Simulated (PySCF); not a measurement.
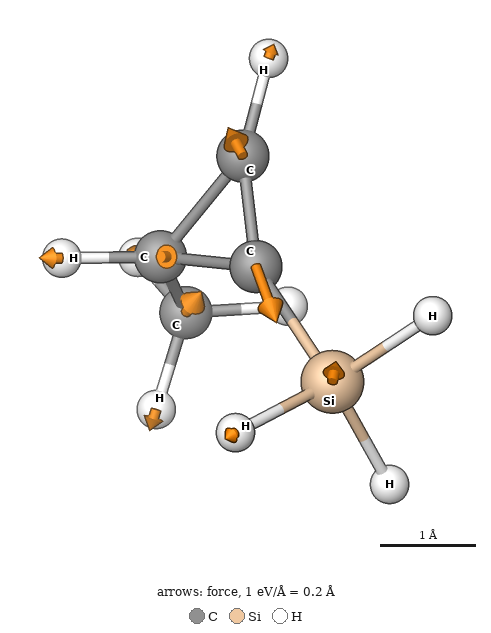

Starting geometry of C$_{4}$H$_{8}$Si with the computed forces as orange arrows. A ball-and-stick model, seen from a free direction.

The start comes from GFN2-xTB. Its atoms were then displaced at random by about 0.01 Å.

These are results of PBE0-D3(BJ)/def2-SVP geometry optimisation, gas phase (PySCF), not measurements. 

Is this structure relaxed? If not, where do the atoms go?

Answer. It isn't relaxed: the largest force vector, on a C atom, is 3.95 eV/Å. The final displacements follow the starting forces only in part (cosine between the two patterns 0.36). The atom that moves furthest after the best rigid fit is an H atom (0.10 Å). By element the largest moves are H 0.10 Å, C 0.03 Å, Si 0.02 Å. Near-neighbour distances that change, for instance: H–Si 1.450 → 1.494 Å, C–Si 1.889 → 1.845 Å, C–C 1.484 → 1.524 Å, C–C 1.269 → 1.307 Å. Among the angles between lasting bonds that change: C–C–H 152.1° → 147.6°, H–C–H 110.7° → 107.3°, C–C–H 143.5° → 146.5°. Over 9 geometry steps the energy falls by 20.0 kJ/mol.
